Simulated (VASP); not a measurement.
Band structure of MgF$_{2}$ (rutile). Method: MS2 meta-GGA, VASP's PBE PAW potentials (set 64) (plane waves; VASP 6.6.1).

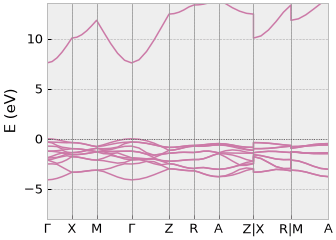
Figure. Bands along high-symmetry lines, zero at the valence-band maximum or, without a gap, the Fermi level

**Question.** Read the plot: is there a gap, and where are the band edges?

**Answer.** The gap is direct, 7.58 eV, from the valence maximum at Γ to the conduction minimum at Γ.

Measured: gap 12.40 eV (computed value off by -4.82 eV), as given by Andrés Aguado et al., Journal of the Physical Society of Japan (1999), arXiv:cond-mat/9901145.

The compound is MgF2 in the rutile structure. It was relaxed first.
